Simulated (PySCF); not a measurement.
# C₆H₁₀BFO: what the fields show

```xyz
19

C    -2.9250   -1.7667   -0.1798
C    -1.9584   -1.0943    0.0323
C    -0.7960   -0.2533    0.2669
C    -1.2376    1.2090    0.3767
C     0.2193   -0.4828   -0.8651
C     1.5702    0.1874   -0.6145
O     2.2187   -0.3990    0.5041
B     2.3678    0.1748    1.6794
F     1.9342    1.4214    1.9052
H    -3.7696   -2.3639   -0.3544
H    -0.3389   -0.5612    1.2164
H    -0.4120    1.8395    0.6949
H    -1.6103    1.5668   -0.5814
H    -2.0353    1.2994    1.1109
H    -0.1888   -0.0986   -1.8019
H     0.3833   -1.5567   -0.9783
H     2.2254    0.0222   -1.4764
H     1.4483    1.2640   -0.4629
H     2.8950   -0.3986    2.5509
```

Geometry: GFN2-xTB.

These are results of PySCF, PBE0/pcSseg-1, SCF density, gas phase, non-relativistic, not measurements.

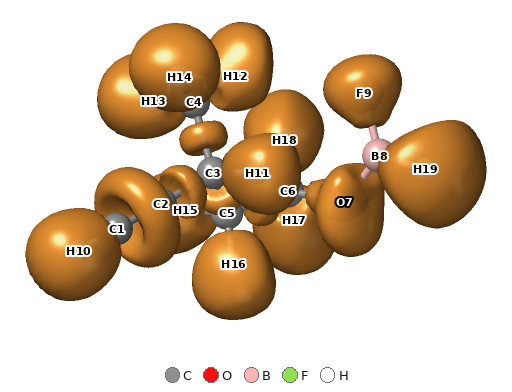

Figure 1. Isosurface of the electron localisation function at 0.75 (orange), seen at a tilt. Core shells and regions of very low density are left out.

### Where are the electrons localised?

The surface consists of five regions between bonded C–C atoms (shared pairs), ten regions around hydrogen nuclei, one region on F in which the atom's valence shell and bonds are merged and one region on O in which the atom's valence shell and bonds are merged. Along the contacts the grid gives the following. C–C (1.20 Å): the ELF peaks at about 0.85 between the atoms; a short, multiple covalent bond. B–O (1.32 Å): the ELF peaks at about 0.90 between the atoms, as expected for a polar covalent bond.

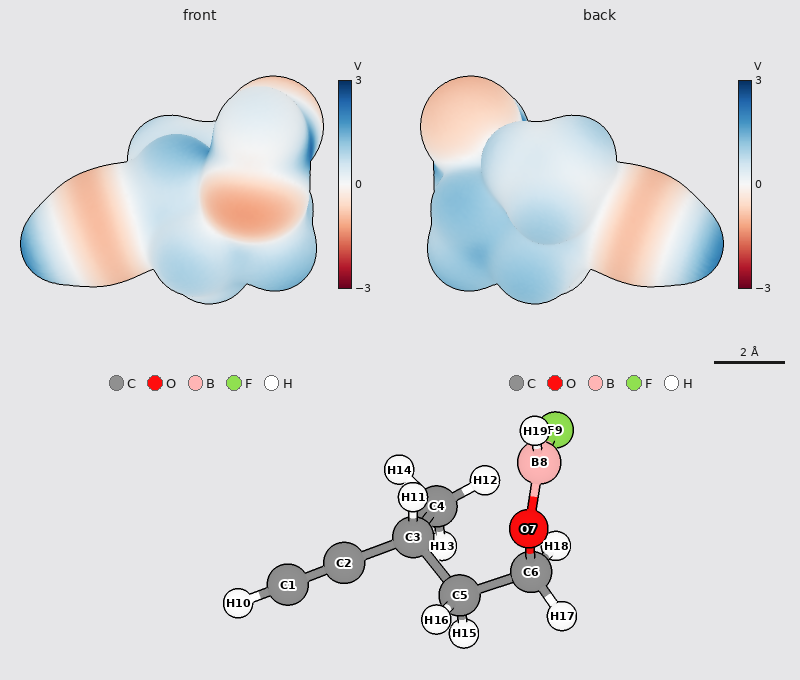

Figure 2. The molecular electrostatic potential painted on the density surface at 0.004 e/bohr³, seen from the front and from behind; red is negative and blue positive. The bare structure is drawn below in the same view.

### Describe the electrostatic potential map.

The most negative region (about −1.2 V, or −28 kcal/mol for a unit charge) lies over O7, the most positive (about +2.2 V, or +51 kcal/mol for a unit charge) over B8. O7 is the likeliest acceptor of a hydrogen bond.

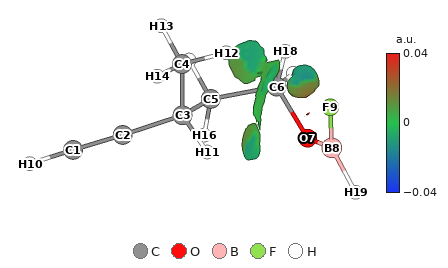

Figure 3. Non-covalent interaction (NCI) plot: the surface where the reduced density gradient is 0.6, for densities under 0.05 a.u., coloured by sign(λ₂)ρ; seen from one side.

### What holds or crowds the atoms apart from the covalent bonds?

Between H18 and C6 on one side and H12 and C4 on the other: a weak contact, attractive (blue-green) on one side and crowded (olive to red) on the other; between H11 and C3 on one side and O7 and B8 on the other: a weak contact, attractive (blue-green) on one side and crowded (olive to red) on the other; between H18 and C6 on one side and F9 and B8 on the other: a weak contact, attractive (blue-green) on one side and crowded (olive to red) on the other; between H12 on one side and F9 on the other: a weak contact (green).

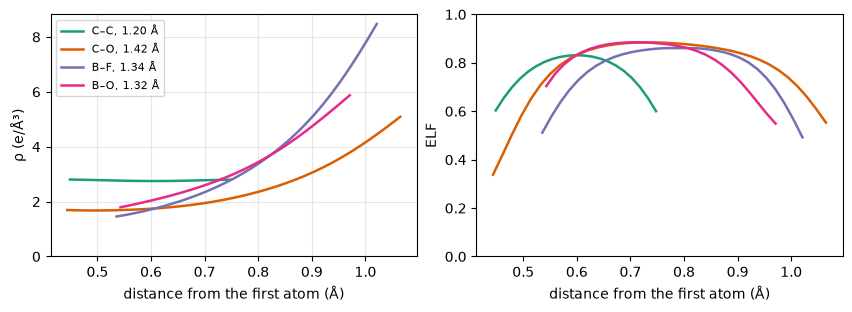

Figure 4. Total electron density and electron localisation function along straight lines between neighbouring atoms. The curves leave out the atomic cores.

### Compare the contacts.

C–C (1.20 Å): ρ at the midpoint is about 2.7 e/Å³; the ELF peaks at about 0.85 between the atoms; a short, multiple covalent bond.
C–O (1.42 Å): ρ is about 2 e/Å³ halfway, with its minimum of 1.7 e/Å³ about 0.5 Å from C; the ELF peaks at about 0.90 between the atoms (a polar covalent bond).
B–F (1.34 Å): ρ is about 2.1 e/Å³ halfway; the ELF peaks at about 0.85 between the atoms, as expected for a shared but strongly polarised pair.
B–O (1.32 Å): the density is about 2.3 e/Å³ at the midpoint; the ELF peaks at about 0.90 between the atoms: a short, strongly polar bond.
